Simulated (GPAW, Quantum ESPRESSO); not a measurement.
Two runs for the Ti K edge of atom 1 in Ti (Titanium, Im-3m). Run A: Quantum ESPRESSO XSpectra, LDA, excited-electron core hole (neutral cell), 8-atom cell with 5.7 Å between holes, 5×5×5 k points, dipole transitions, Lorentzian half width 0.4 eV. Run B differs in one choice.

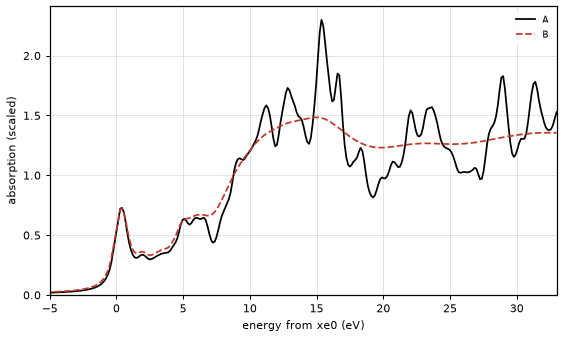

Energy from the energy zero of the input (xe0, at the border of filled and empty states); intensity scaled to a mean of 1 over the first 20 eV.

This is not the structure that Ti takes at ambient pressure and room temperature (hexagonal, No. 194); it is a model or a phase of other conditions.

Question: What was changed?
a) the volume of the cell
b) the k mesh of the spectrum
c) the broadening
d) the radius of the reconstruction

(c): run B changes the broadening from Lorentzian half width 0.4 eV to Lorentzian half width 0.47 eV up to 4 eV, rising linearly to 4 eV at 25 eV. Against the first run the r.m.s. difference is 18 %. The highest intensity below 24 eV goes from 15.4 eV (2.30) to 15.0 eV (1.48). Other settings could leave a like mark; this is the one that was changed.

[Hosts, paths, dates, database ids (printed as entryN), source tags and the programs' standing remarks are cut or masked in the printed files.]

[Lists of maxima count a maximum above −3 eV only where it reaches 4 % of the highest in the window and stands out from its surroundings by 2 % of it (1.5 % where it reaches 55 %); shoulders and weaker maxima are passed over, and of the rest the first, up to two pre-edge ones and the few strongest are named.]
